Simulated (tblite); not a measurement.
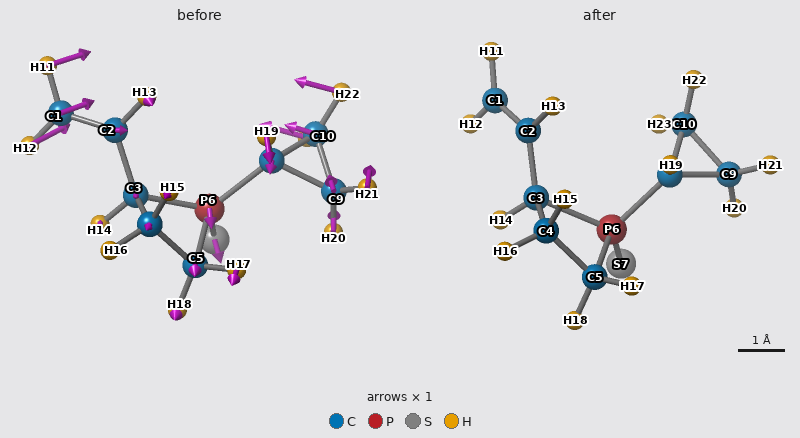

The structure of C$_{8}$H$_{13}$PS before (left) and after (right) a relaxation, at one scale. The purple arrows give the displacements, at their true length.

The picture is a ball-and-stick view, seen at a tilt.

These are results of GFN2-xTB geometry optimisation, gas phase in tblite, not measurements. 

Question: Summarise the run.

Answer: After 198 geometry steps the energy has fallen by 50.8 kcal/mol. The largest move after the best rigid fit is that of an H atom, 1.26 Å. By element the largest moves are H 1.26 Å, C 0.89 Å, S 0.55 Å, P 0.48 Å. Near-neighbour distances that change, for instance: P–S 1.721 → 1.933 Å, C–P 1.774 → 1.892 Å, C–C 1.498 → 1.542 Å, C–H 1.122 → 1.083 Å. Bond angles that change, for instance: C–P–C 118.2° → 105.9°, C–C–C 89.3° → 98.5°, C–P–S 113.9° → 122.8°. Groups turn about C–P by about 35°, C–C by about 25°.
